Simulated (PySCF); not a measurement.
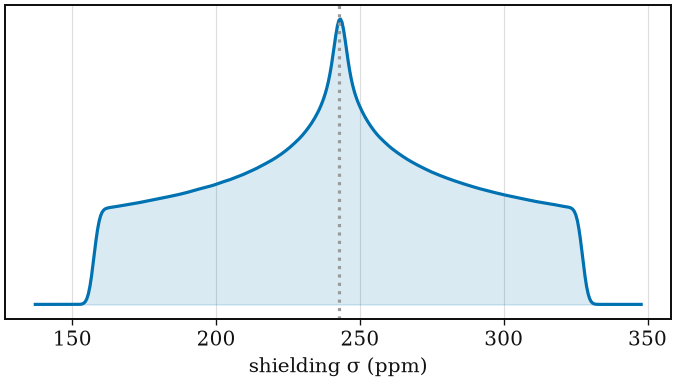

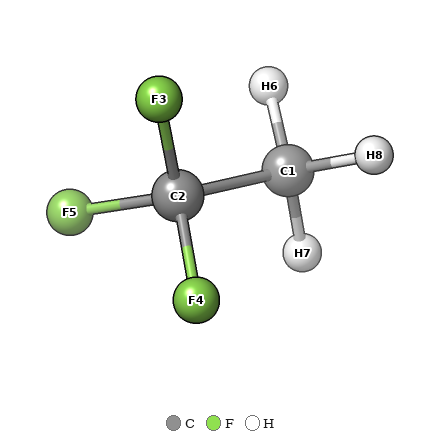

Static powder pattern (¹⁹F) from GIAO shielding tensors of C₂H₃F₃, SMILES CC(F)(F)F, OPBE/pcSseg-2, PySCF 2.14.0, at a PBE0-D3(BJ)/def2-SVP geometry (no frequency check); absolute shielding, one fixed geometry of the isolated molecule without any motion, no dipolar terms. The dotted line is the isotropic value; skew is 3(σiso − σ22)/span.

> The pattern belongs to F5. Give the principal values, span and skew.

F5: σ11, σ22, σ33 = 158, 243, 327 ppm, isotropic 243, span 170 ppm, skew −0.01.
